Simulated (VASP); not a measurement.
# CoSi2 with PBE + U: from relaxation to properties, part 4 of 8

Wanted: the relaxed cell of CoSi2 and its properties. The start is a cell from a database of measured crystal structures.

VASP 6.6.1, plane waves and PAW; the level of theory is named at each step.

Still holding for the runs below: The k-mesh is coarse for a metal. A U on the itinerant d states of such a compound is hard to justify; it moves the bands at the Fermi level.

So far. Step 4 (Magnetic order: antiferromagnetic, q = (1/2, 1/2, 0)): The energy lies +4.6 meV an atom from the first pattern, a difference of sampling, since both runs hold the same state. The moments fall under 0.1 μB, and the mesh shows no gap. Step 5 (The orders side by side): All patterns lost their moments. Runs that ended non-magnetic differ by up to 5.0 meV an atom among themselves, which is the error from the unlike meshes of the cells. The session goes on with moments started at or near zero.

### Step 6. Relaxing cell and atoms (PBE + U)

This step: PBE, DFT+U (Co d 4 eV), zero-moment start; plane waves and PAW (Co, Si) (VASP 6.6.1).

System of this step: CoSi2. It takes space group Fm-3m (No. 225, cubic). Conventional cell: a = 5.365 Å, b = 5.365 Å, c = 5.365 Å, α = 90.00°, β = 90.00°, γ = 90.00°. Nearest to Co lie 8 Si at 2.32 Å. Si has 4 Co at 2.32 Å nearest. Farther neighbours are not listed.

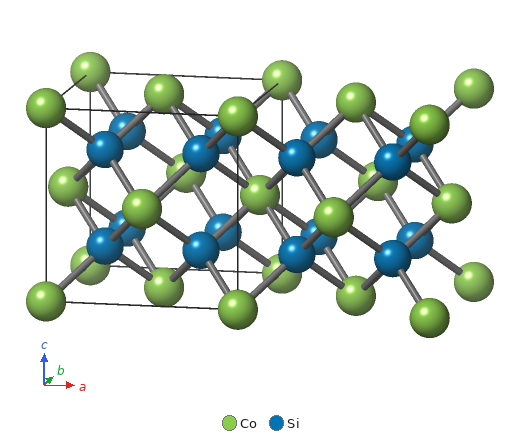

The cell of this step (cobalt green, silicon blue). 2×1×1 conventional cells are drawn. Some periodic images of atoms are drawn too.

The start need not lie at this functional's minimum. ISIF = 3 frees volume, shape and positions, and EDIFFG sets the threshold on forces and stress at which the search stops.

File INCAR:

```
SYSTEM = CoSi2
PREC = Accurate
ENCUT = 400
EDIFF = 1E-06
NELM = 100
ISMEAR = 0
SIGMA = 0.05
LREAL = .FALSE.
ALGO = Normal
GGA = PE
NBANDS = 16
ISPIN = 2
MAGMOM = 0 -0 -0
LDAU = .TRUE.
LDAUTYPE = 2
LDAUL = 2 -1
LDAUU = 4 0
LDAUJ = 0 0
LDAUPRINT = 1
LASPH = .TRUE.
LMAXMIX = 4
LORBIT = 11
LWAVE = .FALSE.
LCHARG = .FALSE.
KPAR = 8
IBRION = 2
NSW = 60
ISIF = 3
EDIFFG = -0.01
```

File POSCAR:

```
CoSi2
1.0
    0.0000000000      2.6825000000      2.6825000000
    2.6825000000      0.0000000000      2.6825000000
    2.6825000000      2.6825000000      0.0000000000
Co Si
1 2
Direct
    0.0000000000      0.0000000000      0.0000000000
    0.2500000000      0.2500000000      0.2500000000
    0.7500000000      0.7500000000      0.7500000000
```

File KPOINTS:

```
Automatic mesh
0
Gamma
6 6 6
0 0 0
```

The projector-augmented-wave data sets are Co and Si (PBE family, release 64).

Started as:

```bash
mpirun -np 8 vasp_std
```

The log of the run:

```text
[banner, memory and clock lines left out]
running    8 mpi-ranks, on    1 nodes
 distrk:  each k-point on    1 cores,    8 groups
 distr:  one band on    1 cores,    1 groups

 POSCAR found type information on POSCAR CoSi
 POSCAR found :  2 types and       3 ions
 [... a notice as in an earlier step ...]

 LDA part: xc-table for (Slater+PW92), standard interpolation
 POSCAR, INCAR and KPOINTS ok, starting setup
 FFT: planning ... GRIDC
 FFT: planning ... GRID_SOFT
 FFT: planning ... GRID
 WAVECAR not read
 entering main loop
       N       E                     dE             d eps       ncg     rms          rms(c)
DAV:   1     0.543153248760E+02    0.54315E+02   -0.56771E+03  1032   0.812E+02
DAV:   2    -0.140379208875E+02   -0.68353E+02   -0.61355E+02  1176   0.179E+02
DAV:   3    -0.165190466193E+02   -0.24811E+01   -0.24565E+01  1336   0.394E+01
DAV:   4    -0.165561605047E+02   -0.37114E-01   -0.37105E-01  1224   0.474E+00
DAV:   5    -0.165570781526E+02   -0.91765E-03   -0.91763E-03  1288   0.714E-01    0.125E+01
DAV:   6    -0.179059295955E+02   -0.13489E+01   -0.10733E+01  1056   0.683E+01    0.110E+01
DAV:   7    -0.158569528233E+02    0.20490E+01   -0.51067E+00  1264   0.546E+01    0.394E+00
DAV:   8    -0.158023683456E+02    0.54584E-01   -0.30650E-01  1096   0.428E+00    0.809E-01
DAV:   9    -0.157997890926E+02    0.25793E-02   -0.18682E-02  1360   0.225E+00    0.399E-01
DAV:  10    -0.158008985598E+02   -0.11095E-02   -0.36848E-03  1152   0.665E-01    0.172E-01
DAV:  11    -0.158008122428E+02    0.86317E-04   -0.33742E-04  1336   0.276E-01    0.382E-02
DAV:  12    -0.158008231344E+02   -0.10892E-04   -0.32716E-05  1096   0.511E-02    0.992E-03
DAV:  13    -0.158008226991E+02    0.43529E-06   -0.24490E-06  1280   0.169E-02
   1 F= -.15800823E+02 E0= -.15799248E+02  d E =-.158008E+02  mag=     0.0000
 curvature:   0.00 expect dE= 0.000E+00 dE for cont linesearch  0.000E+00
 trial: gam= 0.00000 g(F)=  0.525E-45 g(S)=  0.837E-01 ort = 0.000E+00 (trialstep = 0.100E+01)
 search vector abs. value=  0.837E-01
 bond charge predicted
       N       E                     dE             d eps       ncg     rms          rms(c)
DAV:   1    -0.166062801750E+02   -0.80546E+00   -0.75824E+00  1072   0.476E+01    0.918E+00
DAV:   2    -0.183778412673E+02   -0.17716E+01   -0.14054E+01  1152   0.791E+01    0.120E+01
DAV:   3    -0.157978282048E+02    0.25800E+01   -0.59905E+00  1232   0.601E+01    0.138E+00
DAV:   4    -0.158095467026E+02   -0.11718E-01   -0.28797E-01  1024   0.292E+00    0.956E-01
DAV:   5    -0.157992599127E+02    0.10287E-01   -0.15147E-02  1456   0.223E+00    0.307E-01
DAV:   6    -0.157990324849E+02    0.22743E-03   -0.26957E-03  1216   0.514E-01    0.997E-02
DAV:   7    -0.157989835128E+02    0.48972E-04   -0.18798E-04  1440   0.248E-01    0.383E-02
DAV:   8    -0.157989889485E+02   -0.54357E-05   -0.38891E-05  1168   0.521E-02    0.166E-02
DAV:   9    -0.157989893948E+02   -0.44630E-06   -0.10920E-06   784   0.120E-02
   2 F= -.15798989E+02 E0= -.15797425E+02  d E =0.183330E-02  mag=     0.0000
 trial-energy change:    0.001833  1 .order    0.003356   -0.083659    0.090372
 step:   0.4938(harm=  0.4807)  dis= 0.00000  next Energy=   -15.821663 (dE=-0.208E-01)
 bond charge predicted
       N       E                     dE             d eps       ncg     rms          rms(c)
DAV:   1    -0.160311216610E+02   -0.23213E+00   -0.20033E+00  1040   0.249E+01    0.433E+00
DAV:   2    -0.165311300157E+02   -0.50001E+00   -0.37468E+00  1232   0.428E+01    0.727E+00
DAV:   3    -0.158276800420E+02    0.70345E+00   -0.18159E+00  1152   0.276E+01    0.920E-01
DAV:   4    -0.158243524060E+02    0.33276E-02   -0.28420E-02  1040   0.124E+00    0.506E-01
DAV:   5    -0.158220869207E+02    0.22655E-02   -0.24868E-03  1392   0.950E-01    0.938E-02
DAV:   6    -0.158221013878E+02   -0.14467E-04   -0.31174E-04  1168   0.139E-01    0.470E-02
DAV:   7    -0.158221127175E+02   -0.11330E-04   -0.26326E-05  1280   0.515E-02    0.986E-03
DAV:   8    -0.158221111280E+02    0.15894E-05   -0.20037E-06   736   0.129E-02    0.570E-03
DAV:   9    -0.158221113970E+02   -0.26898E-06   -0.43650E-07   512   0.960E-03
   3 F= -.15822111E+02 E0= -.15820546E+02  d E =-.212887E-01  mag=     0.0000
 curvature:  -0.24 expect dE=-0.413E-05 dE for cont linesearch -0.413E-05
 trial: gam=-0.01413 g(F)=  0.103E-45 g(S)=  0.172E-04 ort = 0.120E-02 (trialstep = 0.899E+00)
 search vector abs. value=  0.363E-08
 reached required accuracy - stopping structural energy minimisation
```

Wall time 27 s (8 MPI ranks of Intel Xeon Platinum 8259CL at 2.50GHz (Skylake/Cascade Lake), shared host); peak memory 1.5 GiB; 2.8 min of CPU time.

From OUTCAR (step 6):

```text
   k-points           NKPTS =     16   k-points in BZ     NKDIM =     16   number of bands    NBANDS=     16

   NELECT =      17.0000    total number of electrons

atom =   1  type =  1  l = 2

 onsite density matrix

spin component  1

  0.7506 -0.0000  0.0000 -0.0000 -0.0000
 -0.0000  0.7506 -0.0000 -0.0000 -0.0000
  0.0000 -0.0000  0.8389 -0.0000  0.0000
 -0.0000 -0.0000 -0.0000  0.7506  0.0000
 -0.0000 -0.0000  0.0000  0.0000  0.8389

spin component  2

 occupancies and eigenvectors

  o =  0.7506  v =  0.0000  0.0000  0.0000  0.0000  0.0000  1.0000  0.0000  0.0000  0.0000  0.0000      0.0000  0.0000  0.0000  0.0000  0.0000  0.0000  0.0000  0.0000  0.0000  0.0000
  o =  0.7506  v =  0.0000  0.0000  0.0000  0.0000  0.0000  0.0000  0.9699  0.0000 -0.2437 -0.0000      0.0000  0.0000  0.0000  0.0000  0.0000  0.0000  0.0000  0.0000  0.0000  0.0000
  o =  0.7506  v =  0.0000  0.0000  0.0000  0.0000  0.0000  0.0000 -0.2437 -0.0000 -0.9699  0.0000      0.0000  0.0000  0.0000  0.0000  0.0000  0.0000  0.0000  0.0000  0.0000  0.0000
  o =  0.7506  v =  1.0000  0.0000  0.0000  0.0000  0.0000  0.0000  0.0000  0.0000  0.0000  0.0000      0.0000  0.0000  0.0000  0.0000  0.0000  0.0000  0.0000  0.0000  0.0000  0.0000
  o =  0.7506  v =  0.0000  0.4278  0.0000  0.9039 -0.0000  0.0000  0.0000  0.0000  0.0000  0.0000      0.0000  0.0000  0.0000  0.0000  0.0000  0.0000  0.0000  0.0000  0.0000  0.0000
  o =  0.7506  v =  0.0000  0.9039 -0.0000 -0.4278  0.0000  0.0000  0.0000  0.0000  0.0000  0.0000      0.0000  0.0000  0.0000  0.0000  0.0000  0.0000  0.0000  0.0000  0.0000  0.0000
  o =  0.8389  v =  0.0000 -0.0000 -0.1453  0.0000  0.9894  0.0000  0.0000  0.0000  0.0000  0.0000      0.0000  0.0000  0.0000  0.0000  0.0000  0.0000  0.0000  0.0000  0.0000  0.0000
  o =  0.8389  v =  0.0000 -0.0000 -0.9894  0.0000 -0.1453  0.0000  0.0000  0.0000  0.0000  0.0000      0.0000  0.0000  0.0000  0.0000  0.0000  0.0000  0.0000  0.0000  0.0000  0.0000
  o =  0.8389  v =  0.0000  0.0000  0.0000  0.0000  0.0000  0.0000  0.0000 -0.9569  0.0000  0.2903      0.0000  0.0000  0.0000  0.0000  0.0000  0.0000  0.0000  0.0000  0.0000  0.0000
  o =  0.8389  v =  0.0000  0.0000  0.0000  0.0000  0.0000  0.0000 -0.0000  0.2903  0.0000  0.9569      0.0000  0.0000  0.0000  0.0000  0.0000  0.0000  0.0000  0.0000  0.0000  0.0000

 E-fermi :  10.4172

 spin component 1
 k-point     1 :       0.0000    0.0000    0.0000
  band No.  band energies     occupation
    ...
      2       5.9842      1.00000
      3       5.9842      1.00000
      4       5.9842      1.00000
      5       7.8586      1.00000
      6       7.8586      1.00000
      7      11.3912      0.00000
      8      13.8052      0.00000
      9      13.8052      0.00000
     10      13.8052      0.00000
     11      13.9773      0.00000
    ...

 k-point     2 :       0.1667    0.0000    0.0000
  band No.  band energies     occupation
    ...
      2       5.1060      1.00000
      3       6.1308      1.00000
      4       6.1308      1.00000
      5       7.7749      1.00000
      6       7.7749      1.00000
      7      10.5227      0.00142
      8      12.3874      0.00000
      9      12.3874      0.00000
     10      12.3905      0.00000
     11      14.7597      0.00000
    ...

  Total       -0.0188735     -0.0188735     -0.0188735     -0.0000000      0.0000000      0.0000000
  in kB       -0.8083706     -0.8083706     -0.8083706     -0.0000000      0.0000000      0.0000000
  external PRESSURE =      -0.8083706 kB  Pullay stress =       0.0000000 kB

 POSITION                                       TOTAL-FORCE (eV/Angst)
 -----------------------------------------------------------------------------------
     -0.00000      0.00000      0.00000        -0.000000      0.000000     -0.000000
      1.32722      1.32722      1.32722         0.000000      0.000000      0.000000
      3.98167      3.98167      3.98167        -0.000000     -0.000000     -0.000000
 -----------------------------------------------------------------------------------
    total drift:                               -0.000000     -0.000000      0.000000

  FREE ENERGIE OF THE ION-ELECTRON SYSTEM (eV)
  ---------------------------------------------------
  free  energy   TOTEN  =       -15.8221113970 eV

  energy  without entropy=      -15.8189803761  energy(sigma->0) =      -15.82054589

 reached required accuracy - stopping structural energy minimisation

 magnetization (x)
# of ion       s       p       d       tot
------------------------------------------
    1       -0.000   0.000   0.000   0.000
    2        0.000   0.000   0.000   0.000
    3        0.000   0.000   0.000   0.000
--------------------------------------------------
tot          0.000   0.000   0.000   0.000

[... 5 parts as in an earlier step ...]

[... 11 further parts left out ...]
```

CONTCAR:

```
CoSi2
   1.00000000000000
    -0.0000000000000000    2.6544471678638288    2.6544471678638288
     2.6544471678638288    0.0000000000000000    2.6544471678638288
     2.6544471678638288    2.6544471678638288    0.0000000000000000
  Co              Si
     1     2
Direct
     0.0000000000000000    0.0000000000000000    0.0000000000000000
     0.2500000000000000    0.2500000000000000    0.2500000000000000
     0.7500000000000000    0.7500000000000000    0.7500000000000000
```

This run allows spin, but its moments start at zero, where symmetry between the spins tends to hold them, although Co can carry a moment. Its electron count is odd, so without a moment it is a metal by construction. The run keeps the 48 symmetry operations of its start, so it cannot find a distortion of lower symmetry.

The steps of the relaxation:

| step | energy less that of the first step (eV) | largest force (eV/Å) | pressure (GPa) | volume (Å³) |
| --- | --- | --- | --- | --- |
| 1 | 0.0000 | 0.0000 | -5.47 | 38.61 |
| 2 | 0.0018 | 0.0000 | 6.30 | 36.20 |
| 3 | -0.0213 | 0.0000 | -0.08 | 37.41 |

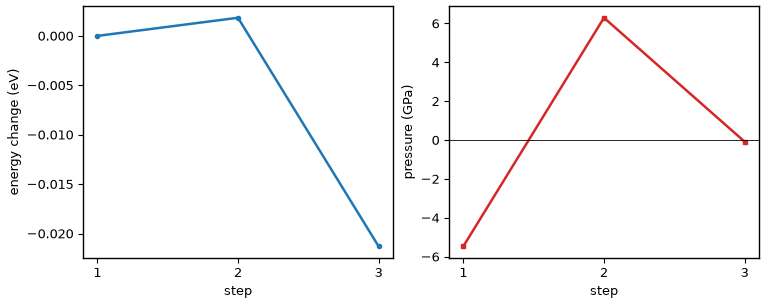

Energy and pressure along the relaxation.

| conventional cell, symmetrised | before | after | change |
| --- | --- | --- | --- |
| a (Å) | 5.365 | 5.309 | -1.0 % |
| b (Å) | 5.365 | 5.309 | -1.0 % |
| c (Å) | 5.365 | 5.309 | -1.0 % |
| volume (Å³/atom) | 12.87 | 12.47 | -3.1 % |

The relaxed structure:

```xyz
3
Lattice="0.0000 2.6544 2.6544 2.6544 0.0000 2.6544 2.6544 2.6544 0.0000" Properties=species:S:1:pos:R:3 pbc="T T T"
Co    0.0000    0.0000    0.0000
Si    1.3272    1.3272    1.3272
Si    3.9817    3.9817    3.9817
```

This step gave:

| Property | Result |
| --- | --- |
| electrons | 17 |
| bands | 16 |
| irreducible k-points | 16 |
| symmetry operations | 48 |
| free energy (TOTEN) | -15.82 eV |
| energy at zero smearing | -15.82 eV |
| Fermi energy | 10.42 eV |
| pressure | -0.08084 GPa |
| SCF cycles over all ionic steps | 31 |

It ends with forces that vanish by symmetry and a pressure of -0.08 GPa.

### Step 7. Second relaxation

The basis stayed that of the start cell while the cell moved. A rerun from the cell reached resets it; the error of the finite cutoff stays.

INCAR is that of step 6.

File POSCAR:

```
CoSi2
1.0
    0.0000000000      2.6544471679      2.6544471679
    2.6544471679      0.0000000000      2.6544471679
    2.6544471679      2.6544471679      0.0000000000
Co Si
1 2
Direct
    0.0000000000      0.0000000000      0.0000000000
    0.2500000000      0.2500000000      0.2500000000
    0.7500000000      0.7500000000      0.7500000000
```

KPOINTS is that of step 6.

Started as:

```bash
mpirun -np 8 vasp_std
```

The log of the run:

```text
[... set-up lines as in an earlier step ...]
 entering main loop
       N       E                     dE             d eps       ncg     rms          rms(c)
DAV:   1     0.557866326787E+02    0.55787E+02   -0.56465E+03  1056   0.819E+02
DAV:   2    -0.140260569341E+02   -0.69813E+02   -0.62595E+02  1144   0.182E+02
DAV:   3    -0.165447819235E+02   -0.25187E+01   -0.24861E+01  1352   0.400E+01
DAV:   4    -0.165847515157E+02   -0.39970E-01   -0.39962E-01  1160   0.483E+00
DAV:   5    -0.165859059070E+02   -0.11544E-02   -0.11544E-02  1344   0.855E-01    0.131E+01
DAV:   6    -0.178038245558E+02   -0.12179E+01   -0.10362E+01  1088   0.678E+01    0.107E+01
DAV:   7    -0.158838392782E+02    0.19200E+01   -0.50086E+00  1264   0.544E+01    0.430E+00
DAV:   8    -0.158204846755E+02    0.63355E-01   -0.29810E-01  1176   0.473E+00    0.754E-01
DAV:   9    -0.158184566893E+02    0.20280E-02   -0.16173E-02  1408   0.202E+00    0.399E-01
DAV:  10    -0.158194045911E+02   -0.94790E-03   -0.29871E-03  1144   0.591E-01    0.162E-01
DAV:  11    -0.158193500190E+02    0.54572E-04   -0.24483E-04  1336   0.229E-01    0.395E-02
DAV:  12    -0.158193581042E+02   -0.80853E-05   -0.17529E-05  1096   0.357E-02    0.123E-02
DAV:  13    -0.158193579430E+02    0.16121E-06   -0.32379E-06  1208   0.160E-02
   1 F= -.15819358E+02 E0= -.15817793E+02  d E =-.158194E+02  mag=     0.0000
 curvature:   0.00 expect dE= 0.000E+00 dE for cont linesearch  0.000E+00
 trial: gam= 0.00000 g(F)=  0.148E-45 g(S)=  0.212E-04 ort = 0.000E+00 (trialstep = 0.100E+01)
 search vector abs. value=  0.212E-04
 reached required accuracy - stopping structural energy minimisation
```

It took 7 s on 8 MPI ranks; peak memory 1.2 GiB; 42 s of CPU time.

OUTCAR, selected parts (step 7):

```text
   ENCUT  =  400.0 eV  29.40 Ry    5.42 a.u.   6.12  6.12  6.12*2*pi/ulx,y,z

   NELECT =      17.0000    total number of electrons

atom =   1  type =  1  l = 2

 onsite density matrix

spin component  1

  0.7505 -0.0000 -0.0000 -0.0000 -0.0000
 -0.0000  0.7505  0.0000  0.0000 -0.0000
 -0.0000  0.0000  0.8389 -0.0000  0.0000
 -0.0000  0.0000 -0.0000  0.7505 -0.0000
 -0.0000 -0.0000  0.0000 -0.0000  0.8389

spin component  2

 occupancies and eigenvectors

  o =  0.7505  v =  0.0000 -0.3222  0.0000 -0.9467 -0.0000  0.0000  0.0000  0.0000  0.0000  0.0000      0.0000  0.0000  0.0000  0.0000  0.0000  0.0000  0.0000  0.0000  0.0000  0.0000
  o =  0.7505  v =  0.0000 -0.9467 -0.0000  0.3222 -0.0000  0.0000  0.0000  0.0000  0.0000  0.0000      0.0000  0.0000  0.0000  0.0000  0.0000  0.0000  0.0000  0.0000  0.0000  0.0000
  o =  0.7505  v =  1.0000  0.0000  0.0000  0.0000  0.0000  0.0000  0.0000  0.0000  0.0000  0.0000      0.0000  0.0000  0.0000  0.0000  0.0000  0.0000  0.0000  0.0000  0.0000  0.0000
  o =  0.7505  v =  0.0000  0.0000  0.0000  0.0000  0.0000  0.0000  0.3489  0.0000 -0.9372  0.0000      0.0000  0.0000  0.0000  0.0000  0.0000  0.0000  0.0000  0.0000  0.0000  0.0000
  o =  0.7505  v =  0.0000  0.0000  0.0000  0.0000  0.0000  0.0000  0.9372  0.0000  0.3489 -0.0000      0.0000  0.0000  0.0000  0.0000  0.0000  0.0000  0.0000  0.0000  0.0000  0.0000
  o =  0.7505  v =  0.0000  0.0000  0.0000  0.0000  0.0000  1.0000  0.0000  0.0000  0.0000  0.0000      0.0000  0.0000  0.0000  0.0000  0.0000  0.0000  0.0000  0.0000  0.0000  0.0000
  o =  0.8389  v =  0.0000  0.0000 -1.0000 -0.0000  0.0020  0.0000  0.0000  0.0000  0.0000  0.0000      0.0000  0.0000  0.0000  0.0000  0.0000  0.0000  0.0000  0.0000  0.0000  0.0000
  o =  0.8389  v =  0.0000 -0.0000  0.0020 -0.0000  1.0000  0.0000  0.0000  0.0000  0.0000  0.0000      0.0000  0.0000  0.0000  0.0000  0.0000  0.0000  0.0000  0.0000  0.0000  0.0000
  o =  0.8389  v =  0.0000  0.0000  0.0000  0.0000  0.0000  0.0000 -0.0000  0.9999  0.0000  0.0164      0.0000  0.0000  0.0000  0.0000  0.0000  0.0000  0.0000  0.0000  0.0000  0.0000
  o =  0.8389  v =  0.0000  0.0000  0.0000  0.0000  0.0000  0.0000 -0.0000  0.0164 -0.0000 -0.9999      0.0000  0.0000  0.0000  0.0000  0.0000  0.0000  0.0000  0.0000  0.0000  0.0000

 E-fermi :  10.4173

 spin component 1
 k-point     1 :       0.0000    0.0000    0.0000
  band No.  band energies     occupation
    ...
      2       5.9854      1.00000
      3       5.9854      1.00000
      4       5.9854      1.00000
      5       7.8595      1.00000
      6       7.8595      1.00000
      7      11.3909      0.00000
      8      13.8057      0.00000
      9      13.8057      0.00000
     10      13.8057      0.00000
     11      13.9790      0.00000
    ...

 k-point     2 :       0.1667    0.0000    0.0000
  band No.  band energies     occupation
    ...
      2       5.1063      1.00000
      3       6.1314      1.00000
      4       6.1314      1.00000
      5       7.7757      1.00000
      6       7.7757      1.00000
      7      10.5231      0.00138
      8      12.3876      0.00000
      9      12.3876      0.00000
     10      12.3903      0.00000
     11      14.7600      0.00000
    ...

  Total       -0.0209574     -0.0209574     -0.0209574     -0.0000000      0.0000000     -0.0000000
  in kB       -0.8976274     -0.8976274     -0.8976274     -0.0000000      0.0000000     -0.0000000
  external PRESSURE =      -0.8976274 kB  Pullay stress =       0.0000000 kB

 POSITION                                       TOTAL-FORCE (eV/Angst)
 -----------------------------------------------------------------------------------
      0.00000      0.00000      0.00000        -0.000000     -0.000000      0.000000
      1.32722      1.32722      1.32722         0.000000      0.000000     -0.000000
      3.98167      3.98167      3.98167        -0.000000      0.000000      0.000000
 -----------------------------------------------------------------------------------
    total drift:                               -0.000000      0.000000      0.000000

  FREE ENERGIE OF THE ION-ELECTRON SYSTEM (eV)
  ---------------------------------------------------
  free  energy   TOTEN  =       -15.8193579430 eV

  energy  without entropy=      -15.8162272530  energy(sigma->0) =      -15.81779260

 magnetization (x)
# of ion       s       p       d       tot
------------------------------------------
    1       -0.000   0.000  -0.000  -0.000
    2        0.000   0.000   0.000   0.000
    3        0.000   0.000   0.000   0.000
--------------------------------------------------
tot          0.000   0.000  -0.000  -0.000

[... 4 parts as in an earlier step ...]

[... 16 further parts left out ...]
```

Little changed from the start: no atom moved by 0.005 Å and no cell edge by 0.1 %.

Numbers from this step:

```yaml
pressure: -0.08976 GPa
scf_cycles_over_all_ionic_steps: 13
```

It ends with forces that vanish by symmetry and a pressure of -0.09 GPa. The volume moved by under 0.01 %: the run met its threshold at the first step.

(Continued in part 5 of 8.)

[Lines on the potential files, build, host, timing and source positions are cut from VASP's logs without a mark.]

[Logs are printed without paths, hosts, clocks, repeated set-up lines and the standing remarks that a program may print on its own settings, such as how far it seeks lower states.]

[Hosts, paths, dates, database ids (printed as entryN), source tags and the programs' standing remarks are cut or masked in the printed files.]

[A measured line is paired with the nearest computed mode of its activity, which favours agreement.]
